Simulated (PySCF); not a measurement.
# C$_{4}$H$_{15}$NOSi$_{3}$: what the fields show

```xyz
24

N     3.4134    1.5732    0.3382
Si    3.7471   -0.1173    0.3561
Si    1.8821   -1.3164   -0.1863
O     0.7061   -0.1985   -0.1927
C    -0.6561   -0.3667   -0.5230
C    -1.4572   -0.9571    0.6412
C    -2.9258   -0.6010    0.4364
C    -3.0239    0.9088    0.1885
Si   -1.4956    1.3215   -0.8781
H     2.4924    1.8876    0.5950
H     4.1083    2.2341    0.6461
H     4.8518   -0.2791   -0.5986
H     4.3041   -0.5787    1.6462
H     1.9063   -2.0016   -1.4917
H     1.5558   -2.4079    0.7523
H    -0.7245   -1.0454   -1.3823
H    -1.3081   -2.0359    0.7184
H    -1.0937   -0.5005    1.5647
H    -3.5221   -0.9038    1.2995
H    -3.3032   -1.1381   -0.4365
H    -2.9823    1.4366    1.1422
H    -3.9774    1.1648   -0.2690
H    -0.6979    2.4335   -0.3612
H    -1.8114    1.5076   -2.2967
```

Geometry: GFN2-xTB.

All numbers below come from PBE0/pcSseg-1, SCF density, gas phase, non-relativistic in PySCF 2.14.0.

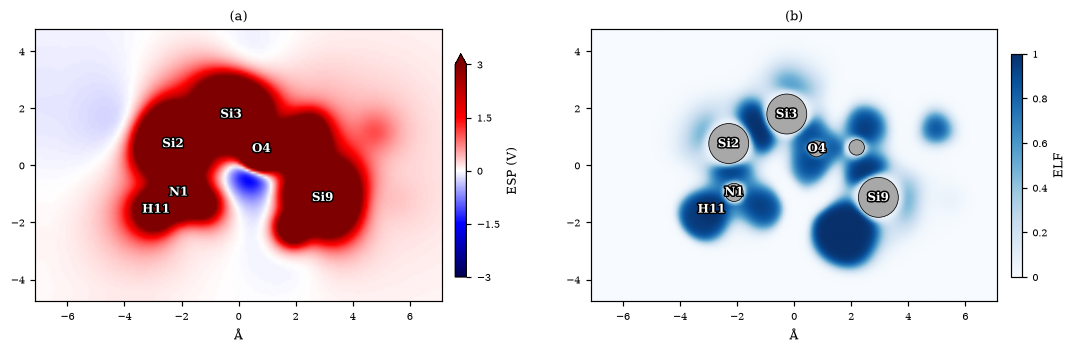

Figure 1. (a) molecular electrostatic potential; (b) electron localisation function on the plane of atoms N1, Si2 and Si3. Grey discs cover the atomic cores in the ELF map.

Interpret the plot.

Answer.
- The section cuts through N, Si, O and H sites.
- Si–O (1.62 Å): the ELF peaks at about 0.85 between the atoms (a polar covalent bond).
- Si–N (1.72 Å): the ELF peaks at about 0.90 between the atoms: a polar covalent bond.
- Si–Si (2.28 Å): the ELF peaks at about 1 between the atoms (a shared electron pair).
- N–H (1.01 Å): the ELF climbs to about 1 towards the hydrogen, as it does in any bond to H (an ordinary covalent bond to hydrogen).
- The ELF also peaks beside O4, away from the bonds: lone-pair regions.
- Outside the dense part of the molecule the potential is most negative (−1.5 V) near O4.

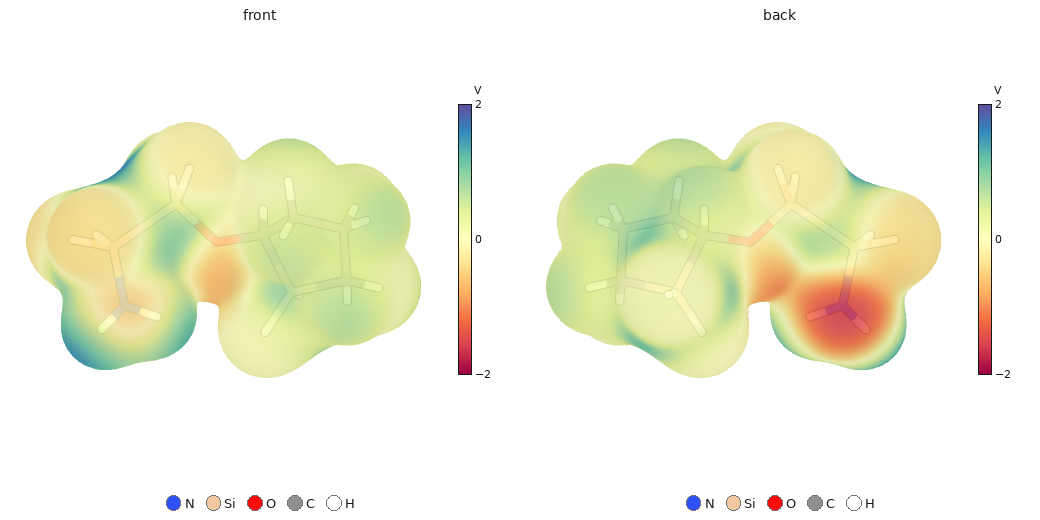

Figure 2. The electrostatic potential painted on the density surface at 0.002 e/bohr³, seen from the front and from behind; the colour scale runs from red (negative) to blue (positive).

Which sites attract a positive test charge, and which a negative one?

Answer. A positive charge is drawn to the negative regions and a negative charge to the positive ones. The most negative region (about −1.5 V, or −35 kcal/mol for a unit charge) lies over N1, the most positive (about +1.5 V, or +35 kcal/mol for a unit charge) over Si2, Si3 and H11. N1 is the likeliest acceptor of a hydrogen bond.

How polar is the molecule by this calculation?

Answer. Its dipole moment is 1.88 D.
